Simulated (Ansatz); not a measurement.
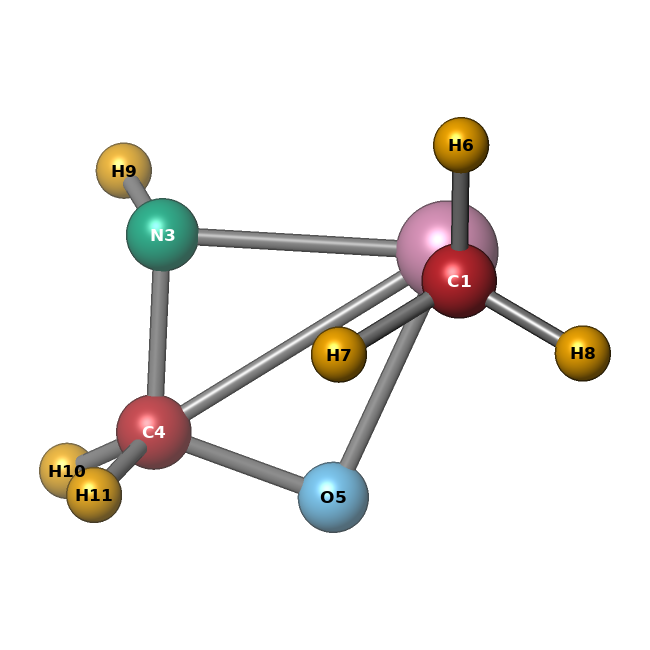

Sb2 lies behind C1. The molecule seen nearly along the C1–Sb2 bond, C1 in front. Atoms fade into the background with distance from the viewer. Computed geometry: PBE-D4/def2-SVP optimisation. No frequency run is at hand to confirm it as a minimum.

> What is the torsion angle H6–C1–Sb2–O5? The sign is positive where the front bond must turn clockwise to cover the back bond.

−156°, antiperiplanar (anti). The bonds about C1–Sb2 are eclipsed.
